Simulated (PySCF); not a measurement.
## Electronic structure of B2H8La (charge +1) in real space

Input file:

```
mol = gto.M(atom='''
La    -0.00003    -0.00002    -0.53535
B      2.04781     0.00478     0.92341
H      2.96456     0.03145     1.69644
H      1.11281    -0.77246     1.29112
H      2.33696    -0.33428    -0.25256
H      1.45559     1.12601     0.80688
B     -2.04780    -0.00478     0.92348
H     -2.96466    -0.03141     1.69639
H     -1.11280     0.77244     1.29125
H     -2.33681     0.33430    -0.25253
H     -1.45564    -1.12604     0.80697''',
    basis={'La': 'def2-SVP', 'B': 'def2-SVP', 'H': 'def2-SVP'},
    ecp={'La': 'def2-SVP'},
    charge=1, spin=0)
mf = dft.RKS(mol, xc='PBE0')
mf.grids.atom_grid = (75, 302)  # f atoms: at least (60, 302), unpruned
mf = mf.density_fit()  # La def2-universal-JKFIT, B def2-universal-JKFIT, H def2-universal-JKFIT
mf.conv_tol = 1e-09; mf.max_cycle = 55
mf.kernel(dm0)
```

Launched as:

```sh
OMP_NUM_THREADS=2 python run.py
```

Core potentials replace the inner electrons of La.

These are results of PySCF, RKS PBE0, La def2-SVP with ECP46, B def2-SVP, H def2-SVP; non-relativistic Hamiltonian with scalar-relativistic core potentials where named; density fitting, not measurements.

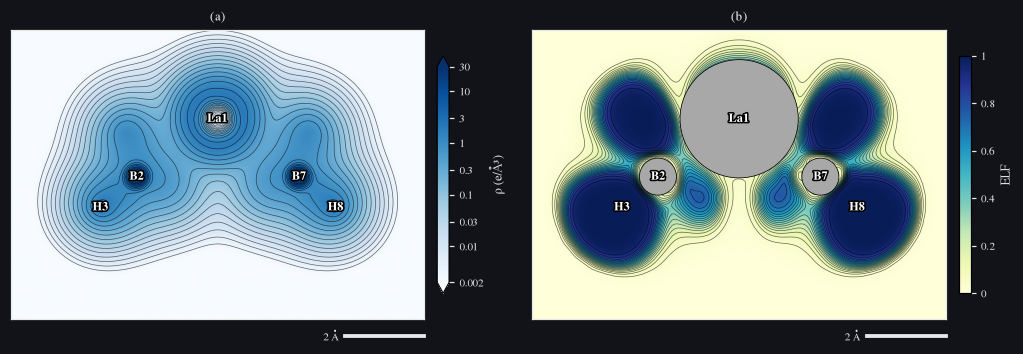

Figure 1. (a) electron density; (b) ELF on the plane of atoms B2, La1 and B7. Grey discs cover the atomic cores in the ELF map.

### What do the fields say about this system?

- The section cuts through La, B and H sites.
- La–B (2.51 Å): the density is about 0.38 e/Å³ at the midpoint; the ELF is about 0.15 at the midpoint.
- B–H (1.20 Å): the density is about 1.2 e/Å³ at the midpoint; the ELF climbs to about 1 towards the hydrogen, as it does in any bond to H: an ordinary covalent bond to hydrogen.

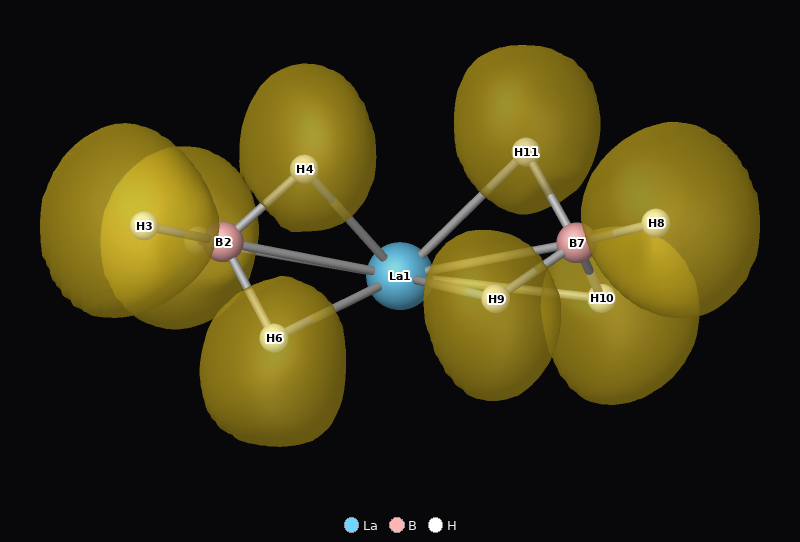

Figure 2. Isosurface of the electron localisation function at 0.8 (yellow), seen from one side. Only the valence region is drawn (cores and ρ < 0.01 e/Å³ removed).

### Describe the localisation domains.

At this value the surface marks out eight regions around hydrogen nuclei.

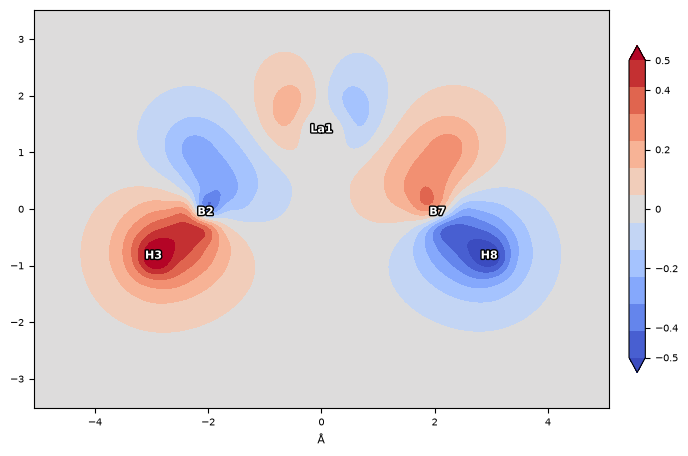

Figure 3. The HOMO on the plane of atoms B2, La1 and B7 (values in Å⁻³ᐟ²; the overall sign is arbitrary).

### What is the character of this orbital?

It lies mainly on B2 (about 20 %), B7 (about 20 %), H8 (about 15 %), H3 (about 15 %), La1 (about 10 %), H5 (about 5 %) and H10 (about 5 %). Its energy is −13.62 eV.
